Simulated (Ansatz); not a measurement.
# CH5BO: a spread of methods and bases

Aim: run CH5BO under a spread of inputs, and see what each costs and gives.

The runs use Ansatz 0.2.0, Gaussian basis; the settings change from run to run.

1 further run of the same task is left out (it didn't finish).

## 1. The geometry

An earlier PBE0-D4 in a triple-zeta def2 set relaxation fixed the geometry.

SMILES `BOC`, 8 atoms, charge 0, spin multiplicity 1.

Atoms are counted from 1 here; the program's logs count them from 0.

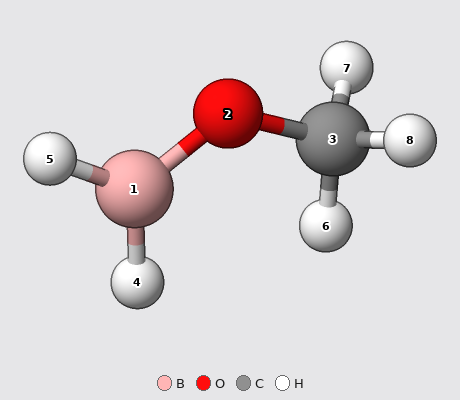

The structure; boron pink, oxygen red, carbon grey, hydrogen white; atoms are numbered from 1 in the order of the file.

## 2. SPW92/def2-mTZVP

This run has atoms shaken by 0.03 Å.

Input file in.yaml:

```yaml
crystal:
  periodic: [false, false, false]
  atoms:
    - {symbol: B, position_ang: [-0.598320, 0.851883, -0.884036]}
    - {symbol: O, position_ang: [0.573855, 0.466817, -0.225465]}
    - {symbol: C, position_ang: [0.595597, -0.663686, 0.633381]}
    - {symbol: H, position_ang: [-1.648223, 0.249973, -0.552469]}
    - {symbol: H, position_ang: [-0.561814, 1.744381, -1.644714]}
    - {symbol: H, position_ang: [-0.398498, -1.050741, 0.855029]}
    - {symbol: H, position_ang: [1.273139, -1.385838, 0.292528]}
    - {symbol: H, position_ang: [0.959294, -0.238203, 1.590301]}
basis:
  gaussian: {orbitals: def2-mTZVP}
hamiltonian: {xc: {name: SPW92}}
```

Started as:

```
$ ansatz run in.yaml --threads 4 --pin off --events-out ev --progress --plain --max-ram 10444MiB
```

The log of the run:

```text
Functional definition: SPW92
  name "SPW92"
  cite "Dirac, Proc. Camb. Phil. Soc. 26, 376 (1930) doi:10.1017/S0305004100016108"
  cite "Slater, Phys. Rev. 81, 385 (1951) doi:10.1103/PhysRev.81.385"
  cite "Perdew & Wang, Phys. Rev. B 45, 13244 (1992) doi:10.1103/PhysRevB.45.13244"
  exchange = slater_x
  correlation = pw_c
730 factors; their error is unknown
mean field evaluation 1: about -3802.8922 eV, gradient 5.7e1 eV
mean field evaluation 2: about -3780.0480 eV, gradient 1.2e2 eV
mean field evaluation 4: about -3809.8528 eV, gradient 7.1e0 eV
mean field evaluation 8: about -3809.9650 eV, gradient 1.3e-1 eV
mean field evaluation 16: about -3809.9217 eV, gradient 1.2e-4 eV
mean field -3809.92172932 eV, -140.0120410947 hartree, gradient 2.5e-5 eV, S^2 0.000000; 0 other end points of the search recorded, 0 dependent functions left out
reference -3809.92176663 eV, -140.0120424660 hartree; 12, 12 occupied and 65, 65 virtual orbitals, 730 factors
Total energy: -3809.92176663 eV, -140.0120424660 hartree
```

Wall time 0.3 s (4 threads of Arm Neoverse V1, shared host).

## 3. CAM-B3LYP/cc-pVTZ

Options: unrestricted orbitals, D3(BJ) with three-body dispersion.

Input file in.yaml:

```yaml
crystal:
  periodic: [false, false, false]
  atoms:
    - {symbol: B, position_ang: [-0.618958, 0.827451, -0.859355]}
    - {symbol: O, position_ang: [0.526860, 0.427746, -0.294134]}
    - {symbol: C, position_ang: [0.577916, -0.627647, 0.644658]}
    - {symbol: H, position_ang: [-1.655678, 0.285896, -0.574806]}
    - {symbol: H, position_ang: [-0.550898, 1.730637, -1.641185]}
    - {symbol: H, position_ang: [-0.416150, -1.046529, 0.825004]}
    - {symbol: H, position_ang: [1.239449, -1.407596, 0.262722]}
    - {symbol: H, position_ang: [0.989560, -0.246959, 1.581394]}
basis:
  gaussian: {orbitals: cc-pVTZ}
magnetization: {spin_polarized: true, initial_magnetization: 0}
hamiltonian: {xc: {name: CAM-B3LYP}, dispersion: d3bjatm}
output: {forces: true}
```

The command is unchanged.

The log of the run, cut to the lines that bear on the results:

```text
Functional definition: CAM-B3LYP
  name "CAM-B3LYP"
  cite "Yanai, Tew & Handy, Chem. Phys. Lett. 393, 51 (2004) doi:10.1016/j.cplett.2004.06.011"
  cite "Iikura, Tsuneda, Yanai & Hirao, J. Chem. Phys. 115, 3540 (2001) doi:10.1063/1.1383587"
  cite "Becke, Phys. Rev. A 38, 3098 (1988) doi:10.1103/PhysRevA.38.3098"
  cite "Lee, Yang & Parr, Phys. Rev. B 37, 785 (1988) doi:10.1103/PhysRevB.37.785"
  cite "Vosko, Wilk & Nusair, Can. J. Phys. 58, 1200 (1980) doi:10.1139/p80-159"
[...]
  # Exact exchange under (alpha + beta erf(omega r))/r, Becke's under what is left of 1/r.
[...]
843 factors; their error is unknown
222 factors; integrals over basis functions are off by at most 1.5e-5 eV
[...]
mean field -3842.07422960 eV, -141.1936236865 hartree, gradient 4.7e-5 eV, S^2 0.000000; 0 other end points of the search recorded, 0 dependent functions left out
[...]
reference -3842.07434015 eV, -141.1936277489 hartree; 12, 12 occupied and 148, 148 virtual orbitals, 843 factors
Total energy: -3842.14128292 eV, -141.1960878504 hartree
Atom 0 at    -0.618958     0.827451    -0.859355 Å, force    -0.008575     0.063695    -0.051522 eV/Å
Atom 1 at     0.526860     0.427746    -0.294134 Å, force    -0.163989     0.088208    -0.109506 eV/Å
Atom 2 at     0.577916    -0.627647     0.644658 Å, force     0.068247    -0.184208     0.174529 eV/Å
Atom 3 at    -1.655678     0.285896    -0.574806 Å, force     0.134246     0.070365    -0.039470 eV/Å
Atom 4 at    -0.550898     1.730637    -1.641185 Å, force    -0.021731    -0.115187     0.095293 eV/Å
Atom 5 at    -0.416150    -1.046529     0.825004 Å, force     0.101729     0.044527    -0.019694 eV/Å
Atom 6 at     1.239449    -1.407596     0.262722 Å, force    -0.067232     0.072576     0.039406 eV/Å
Atom 7 at     0.989560    -0.246959     1.581394 Å, force    -0.042695    -0.039976    -0.089035 eV/Å
Dipole moment:     0.018715    -0.264541     0.236252 e Å
```

It took 1.9 s on 4 threads of Arm Neoverse V1, shared host; peak memory 0.34 GiB.

Largest force 0.263 eV/Å, dipole 1.71 D, ⟨S²⟩ 0.000.

## 4. rPW86-PBE/cc-pVTZ-DK

This run has a grid of angular degree 11, a point charge of 0.50 e beside it, D4 dispersion.

Changes to in.yaml since step 3:

```diff
@@ -12,5 +12,3 @@
 basis:
-  gaussian: {orbitals: cc-pVTZ}
-magnetization: {spin_polarized: true, initial_magnetization: 0}
-hamiltonian: {xc: {name: CAM-B3LYP}, dispersion: d3bjatm}
-output: {forces: true}
+  gaussian: {orbitals: cc-pVTZ-DK, final_grid: {core_spheres: 5, valence_spheres: 4, degree: 11}, point_charges: [{charge: 0.50, position_ang: [4.564, 0.040, -0.091]}]}
+hamiltonian: {xc: {name: rPW86-PBE}, dispersion: d4}
```

Same command.

The log of the run:

```text
Functional definition: rPW86-PBE
  name "rPW86-PBE"
  cite "Murray, Lee & Langreth, J. Chem. Theory Comput. 5, 2754 (2009) doi:10.1021/ct900365q"
  cite "Perdew, Burke & Ernzerhof, Phys. Rev. Lett. 77, 3865 (1996) doi:10.1103/PhysRevLett.77.3865"
  parent pbe
  exchange = rpw86_x
  correlation = pbe_c
845 factors; their error is unknown
mean field evaluation 1: about -3847.1068 eV, gradient 5.8e1 eV
mean field evaluation 2: about -3827.2636 eV, gradient 1.1e2 eV
mean field evaluation 4: about -3854.0424 eV, gradient 7.1e0 eV
mean field evaluation 8: about -3854.1615 eV, gradient 1.3e0 eV
mean field evaluation 16: about -3854.1643 eV, gradient 8.8e-4 eV
mean field -3854.16427777 eV, -141.6379247617 hartree, gradient 2.0e-5 eV, S^2 0.000000; 0 other end points of the search recorded, 0 dependent functions left out
reference -3854.16433591 eV, -141.6379268984 hartree; 12, 12 occupied and 148, 148 virtual orbitals, 845 factors
Total energy: -3854.26249161 eV, -141.6415340538 hartree
Relativity: scalar
```

It took 0.6 s on 4 threads of Arm Neoverse V1, shared host.

## 5. BHLYP/def2-mTZVP

Options: D3(BJ) dispersion.

Changes to in.yaml since step 4:

```diff
@@ -12,3 +12,4 @@
 basis:
-  gaussian: {orbitals: cc-pVTZ-DK, final_grid: {core_spheres: 5, valence_spheres: 4, degree: 11}, point_charges: [{charge: 0.50, position_ang: [4.564, 0.040, -0.091]}]}
-hamiltonian: {xc: {name: rPW86-PBE}, dispersion: d4}
+  gaussian: {orbitals: def2-mTZVP}
+hamiltonian: {xc: {name: BHLYP}, dispersion: d3bj}
+output: {forces: true}
```

Same command.

The log of the run, cut to the lines that bear on the results:

```text
Functional definition: BHLYP
  name "BHLYP"
  cite "Becke, J. Chem. Phys. 98, 1372 (1993) doi:10.1063/1.464304"
  cite "Becke, Phys. Rev. A 38, 3098 (1988) doi:10.1103/PhysRevA.38.3098"
  cite "Lee, Yang & Parr, Phys. Rev. B 37, 785 (1988) doi:10.1103/PhysRevB.37.785"
[...]
745 factors; integrals over basis functions are off by at most 1.0e-3 eV
[...]
mean field -3841.58144063 eV, -141.1755140257 hartree, gradient 5.8e-5 eV, S^2 0.000000; 0 other end points of the search recorded, 0 dependent functions left out
[...]
reference -3841.58160294 eV, -141.1755199905 hartree; 12, 12 occupied and 65, 65 virtual orbitals, 745 factors
Total energy: -3841.70255348 eV, -141.1799648410 hartree
Atom 0 at    -0.618958     0.827451    -0.859355 Å, force     0.040153     0.049049    -0.028968 eV/Å
Atom 1 at     0.526860     0.427746    -0.294134 Å, force    -0.306674    -0.025995    -0.035747 eV/Å
Atom 2 at     0.577916    -0.627647     0.644658 Å, force     0.070259    -0.171834     0.164058 eV/Å
Atom 3 at    -1.655678     0.285896    -0.574806 Å, force     0.280930     0.166928    -0.097379 eV/Å
Atom 4 at    -0.550898     1.730637    -1.641185 Å, force    -0.058702    -0.251092     0.207860 eV/Å
Atom 5 at    -0.416150    -1.046529     0.825004 Å, force     0.328940     0.125436    -0.047918 eV/Å
Atom 6 at     1.239449    -1.407596     0.262722 Å, force    -0.216281     0.233405     0.123398 eV/Å
Atom 7 at     0.989560    -0.246959     1.581394 Å, force    -0.138625    -0.125898    -0.285304 eV/Å
Dipole moment:    -0.006959    -0.262205     0.229385 e Å
```

Run time: 0.6 s. Hardware: 4 threads of Arm Neoverse V1, shared host.

Largest force 0.355 eV/Å, dipole 1.67 D.

## 6. B97/cc-pVTZ-DK

Changes to in.yaml since step 5:

```diff
@@ -12,4 +12,4 @@
 basis:
-  gaussian: {orbitals: def2-mTZVP}
-hamiltonian: {xc: {name: BHLYP}, dispersion: d3bj}
+  gaussian: {orbitals: cc-pVTZ-DK}
+hamiltonian: {xc: {name: B97}}
 output: {forces: true}
```

Launched as before.

The log of the run, cut to the lines that bear on the results:

```text
Functional definition: B97
  name "B97"
  cite "Becke, J. Chem. Phys. 107, 8554 (1997) doi:10.1063/1.475007"
[...]
      + integral(e_c_pw_opposite_spin*poly(b97_u_opposite, cos0, cos1, cos2))
845 factors; their error is unknown
[...]
mean field -3844.60527199 eV, -141.2866377786 hartree, gradient 2.9e-5 eV, S^2 0.000000; 0 other end points of the search recorded, 0 dependent functions left out
[...]
reference -3844.60529547 eV, -141.2866386414 hartree; 12, 12 occupied and 148, 148 virtual orbitals, 845 factors
Total energy: -3844.60529547 eV, -141.2866386414 hartree
Relativity: scalar
Atom 0 at    -0.618958     0.827451    -0.859355 Å, force    -0.231362     0.100058    -0.125279 eV/Å
Atom 1 at     0.526860     0.427746    -0.294134 Å, force     0.166477     0.164778    -0.115304 eV/Å
Atom 2 at     0.577916    -0.627647     0.644658 Å, force     0.029582    -0.226328     0.204271 eV/Å
Atom 3 at    -1.655678     0.285896    -0.574806 Å, force     0.025323     0.036173    -0.029534 eV/Å
Atom 4 at    -0.550898     1.730637    -1.641185 Å, force    -0.008921    -0.032847     0.025291 eV/Å
Atom 5 at    -0.416150    -1.046529     0.825004 Å, force    -0.008264    -0.022009     0.018056 eV/Å
Atom 6 at     1.239449    -1.407596     0.262722 Å, force     0.015987    -0.021779    -0.001976 eV/Å
Atom 7 at     0.989560    -0.246959     1.581394 Å, force     0.011177     0.001955     0.024475 eV/Å
Dipole moment:     0.032579    -0.258661     0.233662 e Å
```

Run time: 2.3 s. Hardware: 4 threads of Arm Neoverse V1, shared host; peak memory 0.29 GiB.

Largest force 0.306 eV/Å, dipole 1.68 D.

## 7. wB97M-V/def2-mTZVPP

This run has the search for lower states set to off.

Changes to in.yaml since step 6:

```diff
@@ -12,4 +12,4 @@
 basis:
-  gaussian: {orbitals: cc-pVTZ-DK}
-hamiltonian: {xc: {name: B97}}
-output: {forces: true}
+  gaussian: {orbitals: def2-mTZVPP}
+hamiltonian: {xc: {name: wB97M-V}}
+scf: {lower_state_search: off}
```

Launched as before.

The log of the run, cut to the lines that bear on the results:

```text
Functional definition: wB97M-V
  name "wB97M-V"
  cite "Mardirossian & Head-Gordon, J. Chem. Phys. 144, 214110 (2016) doi:10.1063/1.4952647"
  cite "Becke, J. Chem. Phys. 107, 8554 (1997) doi:10.1063/1.475007"
  cite "Vydrov & Van Voorhis, J. Chem. Phys. 133, 244103 (2010) doi:10.1063/1.3521275"
  # Of w^i u^j: cxij and so on, Table III.
[...]
  gx(w, u) = 1 - cx + cx01*u + cx10*w
  gss(w, u) = css00 + css04*u^4 + css10*w + css20*w^2 + css43*w^4*u^3
  gos(w, u) = cos00 + cos10*w + (cos20 + cos21*u)*w^2 + (cos60 + cos61*u)*w^6
[...]
      + integral(e_c_pw_mod_opposite_spin*gos(b97_w_opposite, b97_u_opposite)) + vv10(b, c)
[...]
799 factors; their error is unknown
196 factors; integrals over basis functions are off by at most 1.0e-5 eV
[...]
mean field -3841.85457356 eV, -141.1855514759 hartree, gradient 6.8e-6 eV, S^2 0.000000; 0 other end points of the search recorded, 0 dependent functions left out
reference -3841.85462037 eV, -141.1855531960 hartree; 12, 12 occupied and 75, 75 virtual orbitals, 799 factors
Total energy: -3841.85462037 eV, -141.1855531960 hartree
Checks for a lower state left out: stability, starts, cluster_reference, orbital_swaps, neighbouring_geometries, increment
```

Wall time 1 s (4 threads of Arm Neoverse V1, shared host).

## 8. B3LYP5/cc-pVTZ

Options: the search for lower states set to off.

Changes to in.yaml since step 7:

```diff
@@ -12,4 +12,4 @@
 basis:
-  gaussian: {orbitals: def2-mTZVPP}
-hamiltonian: {xc: {name: wB97M-V}}
+  gaussian: {orbitals: cc-pVTZ}
+hamiltonian: {xc: {name: B3LYP5}}
 scf: {lower_state_search: off}
```

Same command.

The log of the run, cut to the lines that bear on the results:

```text
Functional definition: B3LYP5
  name "B3LYP5"
  cite "Stephens, Devlin, Chabalowski & Frisch, J. Phys. Chem. 98, 11623 (1994) doi:10.1021/j100096a001"
  cite "Becke, Phys. Rev. A 38, 3098 (1988) doi:10.1103/PhysRevA.38.3098"
  cite "Lee, Yang & Parr, Phys. Rev. B 37, 785 (1988) doi:10.1103/PhysRevB.37.785"
  cite "Vosko, Wilk & Nusair, Can. J. Phys. 58, 1200 (1980) doi:10.1139/p80-159"
[...]
843 factors; their error is unknown
[...]
mean field -3841.77437322 eV, -141.1826041677 hartree, gradient 4.8e-6 eV, S^2 0.000000; 0 other end points of the search recorded, 0 dependent functions left out
reference -3841.77459638 eV, -141.1826123686 hartree; 12, 12 occupied and 148, 148 virtual orbitals, 843 factors
Total energy: -3841.77459638 eV, -141.1826123686 hartree
Checks for a lower state left out: stability, starts, cluster_reference, orbital_swaps, neighbouring_geometries, increment
```

Wall time 0.65 s (4 threads of Arm Neoverse V1, shared host).

## 9. wB97X-V/def2-SVP

This run has atoms shaken by 0.03 Å, a grid of angular degree 23.

Input file in.yaml:

```yaml
crystal:
  periodic: [false, false, false]
  atoms:
    - {symbol: B, position_ang: [-0.662638, 0.854713, -0.852128]}
    - {symbol: O, position_ang: [0.532732, 0.470559, -0.274173]}
    - {symbol: C, position_ang: [0.547796, -0.597576, 0.654423]}
    - {symbol: H, position_ang: [-1.610195, 0.276060, -0.595166]}
    - {symbol: H, position_ang: [-0.567639, 1.692449, -1.661115]}
    - {symbol: H, position_ang: [-0.423936, -1.063133, 0.887186]}
    - {symbol: H, position_ang: [1.247242, -1.352570, 0.226841]}
    - {symbol: H, position_ang: [0.980418, -0.277546, 1.569260]}
basis:
  gaussian: {orbitals: def2-SVP, final_grid: {core_spheres: 8, valence_spheres: 7, degree: 23}}
hamiltonian: {xc: {name: wB97X-V}}
output: {forces: true}
```

Launched as before.

The log of the run, cut to the lines that bear on the results:

```text
Functional definition: wB97X-V
  name "wB97X-V"
  cite "Mardirossian & Head-Gordon, Phys. Chem. Chem. Phys. 16, 9904 (2014) doi:10.1039/C3CP54374A"
  cite "Becke, J. Chem. Phys. 107, 8554 (1997) doi:10.1063/1.475007"
  cite "Vydrov & Van Voorhis, J. Chem. Phys. 133, 244103 (2010) doi:10.1063/1.3521275"
[...]
      + integral(e_c_pw_opposite_spin*poly(b97_u_opposite, cos0, cos1)) + vv10(b, c)
675 factors; integrals over basis functions are off by at most 1.1e-3 eV
198 factors; integrals over basis functions are off by at most 1.3e-5 eV
[...]
mean field -3838.07212591 eV, -141.0465490884 hartree, gradient 6.3e-5 eV, S^2 0.000000; 0 other end points of the search recorded, 0 dependent functions left out
[...]
reference -3838.07212423 eV, -141.0465490268 hartree; 12, 12 occupied and 55, 55 virtual orbitals, 675 factors
Total energy: -3838.07212423 eV, -141.0465490268 hartree
Atom 0 at    -0.662638     0.854713    -0.852128 Å, force     3.042625    -0.300108     0.396342 eV/Å
Atom 1 at     0.532732     0.470559    -0.274173 Å, force    -1.819059     0.391198    -0.214893 eV/Å
Atom 2 at     0.547796    -0.597576     0.654423 Å, force     0.643226    -0.884177    -1.359164 eV/Å
Atom 3 at    -1.610195     0.276060    -0.595166 Å, force    -1.801543    -0.859142     0.524778 eV/Å
Atom 4 at    -0.567639     1.692449    -1.661115 Å, force    -0.068973     0.873876    -0.609723 eV/Å
Atom 5 at    -0.423936    -1.063133     0.887186 Å, force    -0.178915     0.165917    -0.358616 eV/Å
Atom 6 at     1.247242    -1.352570     0.226841 Å, force    -0.415044    -0.031887     0.291545 eV/Å
Atom 7 at     0.980418    -0.277546     1.569260 Å, force     0.597683     0.644323     1.329730 eV/Å
Dipole moment:    -0.037174    -0.252009     0.241134 e Å
```

Run time: 0.95 s. Hardware: 4 threads of Arm Neoverse V1, shared host.

Largest force 3.083 eV/Å, dipole 1.68 D.

## 10. r2SCAN/def2-TZVPD

Set apart from the defaults: a grid of angular degree 23, rVV10 dispersion.

Input file in.yaml:

```yaml
crystal:
  periodic: [false, false, false]
  atoms:
    - {symbol: B, position_ang: [-0.618958, 0.827451, -0.859355]}
    - {symbol: O, position_ang: [0.526860, 0.427746, -0.294134]}
    - {symbol: C, position_ang: [0.577916, -0.627647, 0.644658]}
    - {symbol: H, position_ang: [-1.655678, 0.285896, -0.574806]}
    - {symbol: H, position_ang: [-0.550898, 1.730637, -1.641185]}
    - {symbol: H, position_ang: [-0.416150, -1.046529, 0.825004]}
    - {symbol: H, position_ang: [1.239449, -1.407596, 0.262722]}
    - {symbol: H, position_ang: [0.989560, -0.246959, 1.581394]}
basis:
  gaussian: {orbitals: def2-TZVPD, final_grid: {core_spheres: 8, valence_spheres: 7, degree: 23}}
hamiltonian: {xc: {name: r2SCAN}, dispersion: rvv10}
output: {forces: true}
```

The command is unchanged.

The log of the run, cut to the lines that bear on the results:

```text
Functional definition: r2SCAN+rVV10
  name "r2SCAN+rVV10"
  cite "Furness, Kaplan, Ning, Perdew & Sun, J. Phys. Chem. Lett. 11, 8208 (2020) doi:10.1021/acs.jpclett.0c02405"
  cite "Furness, Kaplan, Ning, Perdew & Sun, J. Phys. Chem. Lett. 11, 9248 (2020) doi:10.1021/acs.jpclett.0c03077"
  cite "Vydrov & Van Voorhis, J. Chem. Phys. 133, 244103 (2010) doi:10.1063/1.3521275"
  cite "Sabatini, Gorni & de Gironcoli, Phys. Rev. B 87, 041108(R) (2013) doi:10.1103/PhysRevB.87.041108"
  cite "Ning et al., Phys. Rev. B 106, 075422 (2022) doi:10.1103/PhysRevB.106.075422"
  parent "r2scan"
[...]
778 factors; their error is unknown
[...]
mean field -3840.55540158 eV, -141.1378077861 hartree, gradient 1.2e-5 eV, S^2 0.000000; 0 other end points of the search recorded, 0 dependent functions left out
[...]
reference -3840.55541619 eV, -141.1378083231 hartree; 12, 12 occupied and 147, 147 virtual orbitals, 778 factors
Total energy: -3840.55541619 eV, -141.1378083231 hartree
Atom 0 at    -0.618958     0.827451    -0.859355 Å, force    -0.171700     0.075804    -0.092900 eV/Å
Atom 1 at     0.526860     0.427746    -0.294134 Å, force     0.130200     0.199954    -0.153042 eV/Å
Atom 2 at     0.577916    -0.627647     0.644658 Å, force     0.020487    -0.263366     0.235132 eV/Å
Atom 3 at    -1.655678     0.285896    -0.574806 Å, force     0.008872    -0.003831     0.002681 eV/Å
Atom 4 at    -0.550898     1.730637    -1.641185 Å, force     0.013704    -0.008395     0.007997 eV/Å
Atom 5 at    -0.416150    -1.046529     0.825004 Å, force    -0.016313    -0.009804     0.005847 eV/Å
Atom 6 at     1.239449    -1.407596     0.262722 Å, force     0.008358    -0.000275    -0.008421 eV/Å
Atom 7 at     0.989560    -0.246959     1.581394 Å, force     0.006392     0.009913     0.002705 eV/Å
Dipole moment:     0.028904    -0.253595     0.228536 e Å
```

Run time: 1.9 s. Hardware: 4 threads of Arm Neoverse V1, shared host.

Largest force 0.354 eV/Å, dipole 1.65 D.

## 11. All runs side by side

| level | charge | multiplicity | geometry | functions | energy (eV) | time |
| --- | --- | --- | --- | --- | --- | --- |
| SPW92/def2-mTZVP | 0 | 1 | shaken | 77 | -3809.922 | 0.3 s |
| CAM-B3LYP/cc-pVTZ | 0 | 1 | relaxed | 160 | -3842.141 | 1.9 s |
| rPW86-PBE/cc-pVTZ-DK | 0 | 1 | relaxed, point charge | 160 | -3854.262 | 0.6 s |
| BHLYP/def2-mTZVP | 0 | 1 | relaxed | 77 | -3841.703 | 0.6 s |
| B97/cc-pVTZ-DK | 0 | 1 | relaxed | 160 | -3844.605 | 2.3 s |
| wB97M-V/def2-mTZVPP | 0 | 1 | relaxed | 87 | -3841.855 | 1 s |
| B3LYP5/cc-pVTZ | 0 | 1 | relaxed | 160 | -3841.775 | 0.65 s |
| wB97X-V/def2-SVP | 0 | 1 | shaken | 67 | -3838.072 | 0.95 s |
| r2SCAN/def2-TZVPD | 0 | 1 | relaxed | 159 | -3840.555 | 1.9 s |

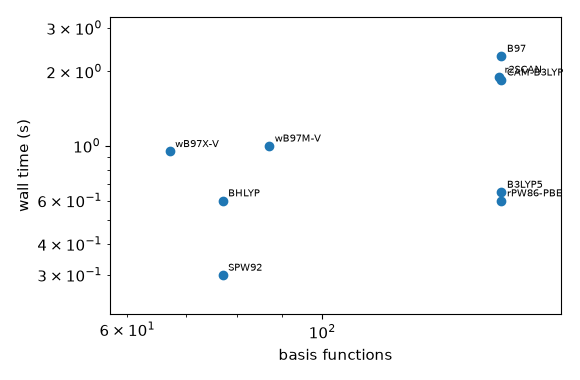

Wall time against the number of basis functions (shared host).

## 12. Results

```
                                         quantity                    value
                                             runs                        9
                                         quickest  SPW92/def2-mTZVP, 0.3 s
                                          slowest    B97/cc-pVTZ-DK, 2.3 s
spread of total energies, same state and geometry                   4.0 eV
                  dipole, same state and geometry           1.65 to 1.71 D
```

**Reading.** B97/cc-pVTZ-DK took 8 times as long as SPW92/def2-mTZVP. The jobs differ in tasks and options as well as level. The totals spread over 4 eV; they can't be compared across methods or bases. At the PBE0-D4/def2-TZVP geometry and in the same state, runs without warnings or point charges leave forces up to 0.36 eV/Å (BHLYP/def2-mTZVP), against 3.1 eV/Å where the atoms were moved. At that geometry and state the dipole changes by 4 % between the lowest and highest value.
